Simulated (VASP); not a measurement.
Band structure of PbO2 (space group R-3m). These are PBE GGA, VASP's PBE PAW potentials (set 64) (plane waves; VASP 6.6.1) values and carry that method's errors.

Unless said otherwise, spin-orbit coupling is left out, though it shifts the bands of the heavy elements here.

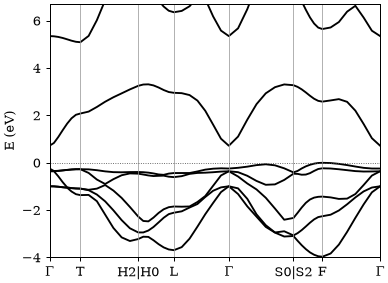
Figure. Bands along high-symmetry lines, zero at the valence-band maximum or, without a gap, the Fermi level

Q: Read the plot: is there a gap, and where are the band edges?

A: The gap is indirect, 0.72 eV, from the valence maximum at F to the conduction minimum at Γ.

The structure was generated: PbO2 was put into an ordered model structure (R-3m), which need not be its known phase. The cell was not relaxed at this level.
